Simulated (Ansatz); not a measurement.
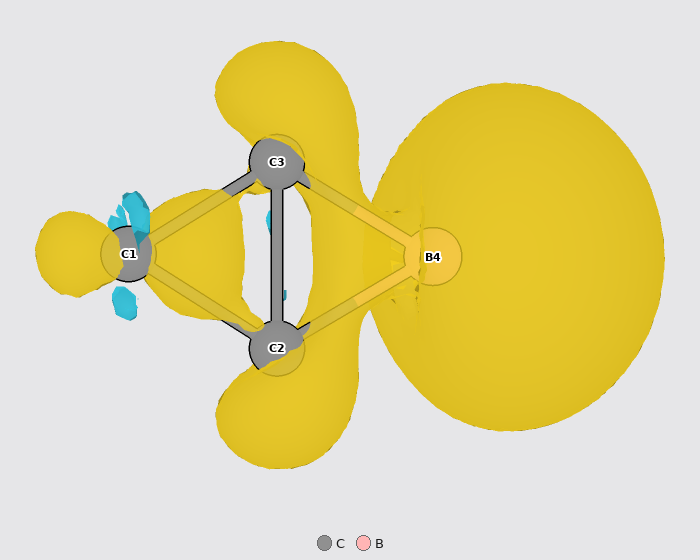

Figure 1: C3B (SMILES [B]1[C]2[C][C]12) (doublet). Isosurfaces of the spin density (α minus β) at +0.015 (yellow) and −0.015 e/Å³ (cyan), seen at a tilt.

Geometry: PBE0-D3(BJ)/def2-SVP.

Level of theory: Ansatz 0.2.0, isolated molecule in a Gaussian basis; Kohn-Sham density functional theory, functional PBE0.

Which atoms carry the spin?

Answer. The unpaired spin (1 electron) lies mostly on B4 (about 0.9), in electrons by Hirshfeld's partition.
